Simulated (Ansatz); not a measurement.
```yaml
atoms:
  - { symbol: Si, position_ang: [-0.0370, 0.0194, -0.0252] }
  - { symbol: O, position_ang: [0.0134, -0.0946, 1.6282] }
  - { symbol: H, position_ang: [-0.8129, -0.1107, 2.1028] }
  - { symbol: H, position_ang: [1.3855, 0.0143, -0.4078] }
  - { symbol: N, position_ang: [-0.8198, 1.4077, -0.6484] }
  - { symbol: H, position_ang: [-1.7759, 1.3968, -0.9576] }
  - { symbol: H, position_ang: [-0.4665, 2.3428, -0.5392] }
  - { symbol: H, position_ang: [-0.7785, -1.1276, -0.5996] }
```

All numbers below come from RKS BHLYP/def2-SVP in Ansatz.

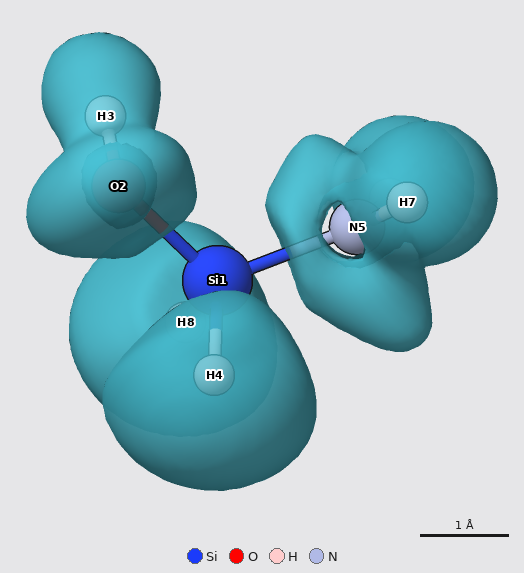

H₅NOSi. Isosurface of the electron localisation function at 0.75 (cyan), seen across its widest extent. Only the valence region is drawn (cores and ρ < 0.01 e/Å³ removed).

### Describe the localisation domains.

At this value the surface marks out two regions around hydrogen nuclei, one joined region spread over several atoms (H, N), in which their bonds and any lone pairs are merged and one joined region spread over several atoms (H, O), in which their bonds and any lone pairs are merged.

Values along the shortest contacts:
Si–O (1.66 Å): the ELF peaks at about 0.90 between the atoms: a polar covalent bond. Si–N (1.71 Å): the ELF peaks at about 0.95 between the atoms (a polar covalent bond).
